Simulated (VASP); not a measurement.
# A VASP study of Si2W (LDA): structure first, properties next, part 2 of 2

What structure and properties does LDA give Si2W, and how near are they to the measured ones? The start is a cell from a database of measured crystal structures.

VASP 6.6.1, plane waves and PAW; the level of theory is named at each step.

So far. Step 5 (Band structure (LDA)): There is no gap at this level. Step 6 (Total and projected DOS (LDA)): The finer mesh and the other smearing move the Fermi level by +0.01 eV from the 10×10×10 run, a small shift, which tests the Fermi level alone. Of the states within 0.3 eV of the Fermi level, the largest shares in the PAW spheres are W d 60 % and Si p 13 %. The rest lies in smaller channels or between the spheres. The relaxed cell has a = 3.187, c = 7.773 Å (conventional setting).

## (7) Band structure (LDA + SOC) (continued)

The electronic bands at the labelled points (eV, zero at the Fermi level; # counts the bands kept):

```csv
point,#7,#8,#9,#10,#11,#12,#13,#14
Γ,-2.91,-2.91,-2.75,-2.75,0.68,0.68,2.68,2.68
X,-5.01,-5.01,-3.30,-3.30,-1.69,-1.69,2.97,2.97
Y,-4.04,-4.04,-3.16,-3.16,-2.27,-2.27,2.03,2.03
S,-2.71,-2.71,-2.46,-2.46,-0.29,-0.29,1.86,1.86
Γ,-2.91,-2.91,-2.75,-2.75,0.68,0.68,2.68,2.68
Z,-0.87,-0.87,-0.61,-0.61,-0.58,-0.58,-0.37,-0.37
S1,-2.71,-2.71,-2.46,-2.46,-0.29,-0.29,1.86,1.86
N,-2.88,-2.88,-2.76,-2.76,-0.40,-0.40,2.77,2.77
P,-3.05,-3.05,-2.49,-2.49,-2.25,-2.25,0.21,0.21
Y1,-4.04,-4.04,-3.16,-3.16,-2.27,-2.27,2.03,2.03
Z,-0.87,-0.87,-0.61,-0.61,-0.58,-0.58,-0.37,-0.37
jump to X,-5.01,-5.01,-3.30,-3.30,-1.69,-1.69,2.97,2.97
P,-3.05,-3.05,-2.49,-2.49,-2.25,-2.25,0.21,0.21
```

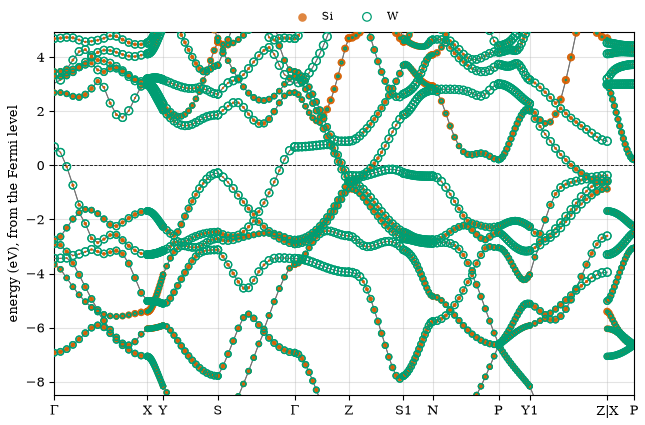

Electronic bands along the path; dots are coloured as in the legend, and their area grows with the weight.

There is no gap at this level.

## (8) Optical spectrum (LDA)

This step: LDA; plane waves and PAW (Si, W) (VASP 6.6.1).

LOPTICS sums transitions from filled to empty bands. The mesh is finer than in the run before. NBANDS is raised for it.

The input, INCAR:

```
SYSTEM = Si2W
PREC = Accurate
ENCUT = 400
EDIFF = 1E-06
NELM = 100
ISMEAR = 0
SIGMA = 0.05
LREAL = .FALSE.
ALGO = Normal
GGA = CA
NBANDS = 31
LASPH = .TRUE.
LORBIT = 11
LWAVE = .FALSE.
LCHARG = .FALSE.
KPAR = 2
LOPTICS = .TRUE.
NEDOS = 1500
CSHIFT = 0.1
```

The input, POSCAR:

```
Si2W
1.0
   -1.5936247427      1.5936247427      3.8863588592
    1.5936247427     -1.5936247427      3.8863588592
    1.5936247427      1.5936247427     -3.8863588592
Si W
2 1
Direct
    0.3348864609      0.3348864609      0.0000000000
    0.6651135391      0.6651135391      0.0000000000
    0.0000000000      0.0000000000      0.0000000000
```

The input, KPOINTS:

```
Automatic mesh
0
Gamma
14 14 14
0 0 0
```

The projector-augmented-wave data sets are Si and W (LDA family, release 64).

The run is started by

```
mpirun -np 2 vasp_std
```

It took 1.9 min on 2 MPI ranks of AMD EPYC 7R43, shared host; peak memory 0.79 GiB; 3.7 min of CPU time.

These are independent-particle spectra without excitons or local fields, and fine structure depends on the mesh and on CSHIFT. The intraband (Drude) part is not in this spectrum.

Numbers from this step:

```yaml
scf_cycles: 12
bands: 31
irreducible_k_points: 244
free_energy_toten: -27.45 eV
energy_at_zero_smearing: -27.45 eV
fermi_energy: 10.83 eV
pressure: -0.002540 GPa
```

The imaginary dielectric function by photon energy; read off at these points:

| photon energy (eV) | xx | zz |
| --- | --- | --- |
| 0.0 | 0 | 0 |
| 0.3 | 4.25 | 0.224 |
| 1.0 | 2.82 | 1.81 |
| 2.0 | 6.76 | 13.2 |
| 2.7 | 17.2 | 42.1 |
| 3.0 | 15.8 | 36.6 |
| 4.0 | 25.1 | 20.5 |
| 4.3 | 28.3 | 20.1 |
| 5.0 | 28.4 | 22.0 |
| 5.2 | 29.0 | 21.5 |
| 6.0 | 21.9 | 18.0 |
| 7.0 | 14.1 | 17.5 |
| 8.0 | 6.27 | 7.57 |
| 9.0 | 4.14 | 4.26 |
| 10.0 | 3.36 | 2.49 |
| 11.0 | 1.97 | 1.68 |
| 12.0 | 1.33 | 0.987 |
| 13.0 | 1.01 | 0.734 |
| 14.0 | 0.872 | 0.580 |
| 15.0 | 0.612 | 0.480 |
| 16.0 | 0.389 | 0.434 |
| 17.0 | 0.299 | 0.316 |
| 18.0 | 0.219 | 0.217 |
| 19.0 | 0.184 | 0.212 |
| 20.0 | 0.201 | 0.203 |
| 21.0 | 0.191 | 0.190 |
| 22.0 | 0.226 | 0.165 |
| 23.0 | 0.161 | 0.173 |
| 24.0 | 0.162 | 0.191 |

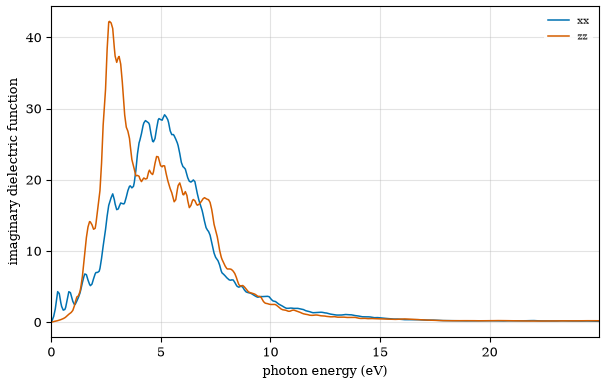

Imaginary dielectric function, plotted against photon energy.

Table of real dielectric function by photon energy:

```csv
photon energy (eV),xx,zz
0.0,24.6,26.9
2.5,27.0,37.4
5.0,5.75,0.402
7.5,-11.1,-11.7
10.0,-5.49,-5.83
12.5,-2.92,-2.97
15.0,-1.76,-1.55
17.5,-0.910,-0.864
20.0,-0.338,-0.314
22.5,-0.0643,-0.0270
```

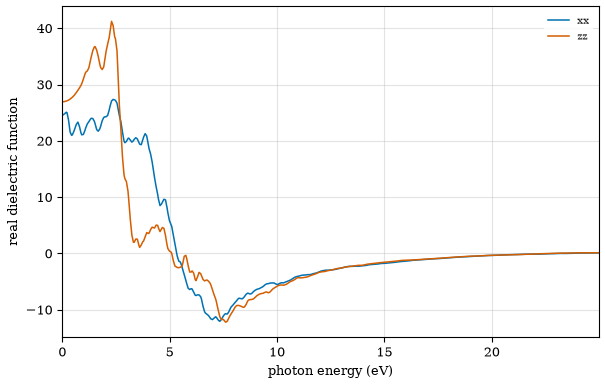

Real dielectric function, plotted against photon energy.

## (9) Results

```
relaxed volume                            : 13.16 Å³/atom
relaxed conventional cell a, b, c         : 3.187, 3.187, 7.773 Å
space group after relaxing, within 0.02 Å : I4/mmm (No. 139)
band gap                                  : none, a metal
DOS at the Fermi level                    : 0.213 states/eV/cell
band gap (LDA + SOC)                      : none, a metal
```

In words: With LDA, Si2W relaxes to 13.16 Å³/atom in space group I4/mmm (held by the symmetry of the run) and comes out as a metal. Against the listed cell the volume lies -2.4 % (a -0.8 %, c -0.7 %). Band structure (LDA): Of the bands kept, 2 cross the Fermi level on this path. Band structure (LDA + SOC): Of the bands kept, 4 cross the Fermi level on this path (spinor bands, one electron each). No search among competing phases was made, and a listed structure need not be the one stable at ambient conditions. All values are for a static lattice at zero temperature.

Calculation against experiment:

```
              quantity  measured             LDA
lattice constant a (Å)   3.21395  3.187 (-0.8 %)
lattice constant c (Å)   7.83128  7.773 (-0.7 %)
```

Measured values from arxiv:2202.05362 (2022).

Verdict: The lattice constant a is off by -0.8 %: fair agreement. The lattice constant c is off by -0.7 %: good agreement. The grades are ours: good and fair within 0.7 and 1.5 % for the lattice constant a and 0.8 and 2 % for the lattice constant c. Zero-point motion and thermal expansion are not in the computed lattice constants.

[Lines on the potential files, build, host, timing and source positions are cut from VASP's logs without a mark.]

[Logs are printed without paths, hosts, clocks, repeated set-up lines and the standing remarks that a program may print on its own settings, such as how far it seeks lower states.]

[Hosts, paths, dates, database ids (printed as entryN), source tags and the programs' standing remarks are cut or masked in the printed files.]

[A measured line is paired with the nearest computed mode of its activity, which favours agreement.]
